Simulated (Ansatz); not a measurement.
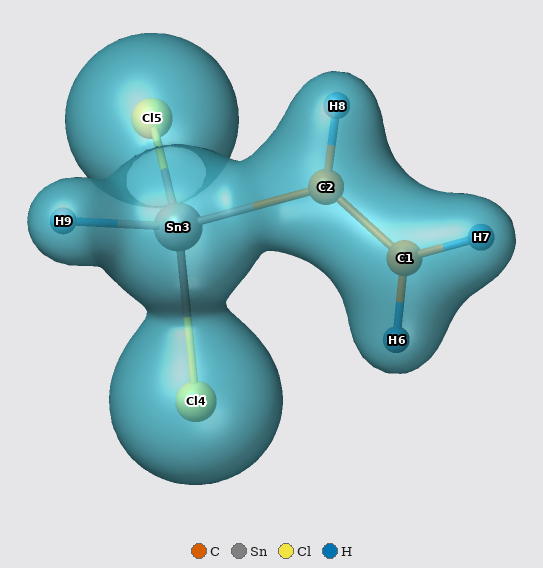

Figure. C$_{2}$H$_{4}$Cl$_{2}$Sn. Isosurface of the electron density at 0.4 e/Å³ (cyan), seen at a tilt.

Geometry: PBE0-D4/def2-TZVP; core potentials replace the inner electrons of Sn.

The calculation used RKS PBE0-D4/def2-TZVPP in Ansatz 0.2.0.

```xyz
9

C     0.3267    0.5056   -1.5691
C     0.6209   -0.3719   -0.6200
Sn   -0.4501   -0.4232    1.1930
Cl   -1.9485    1.3519    1.1111
Cl    1.0186    0.0131    2.9409
H    -0.4741    1.2310   -1.4602
H     0.8853    0.5372   -2.5010
H     1.4338   -1.0808   -0.7505
H    -1.3241   -1.8092    1.6387
```

Question: What does this surface tell about the bonding?

Answer: At this value the surface is in one piece. It bridges the sampled C–C (1.33 Å), C–Sn (2.11 Å), Sn–Cl (2.32 Å) and C–H (1.09 Å) contacts, where the density stays above the isovalue. On the grid the lowest density along these lines, outside the cores, is 2.4 e/Å³ (C–C, 1.33 Å), 0.77 e/Å³ (C–Sn, 2.11 Å), 0.61 e/Å³ (Sn–Cl, 2.32 Å) and 2 e/Å³ (C–H, 1.09 Å).
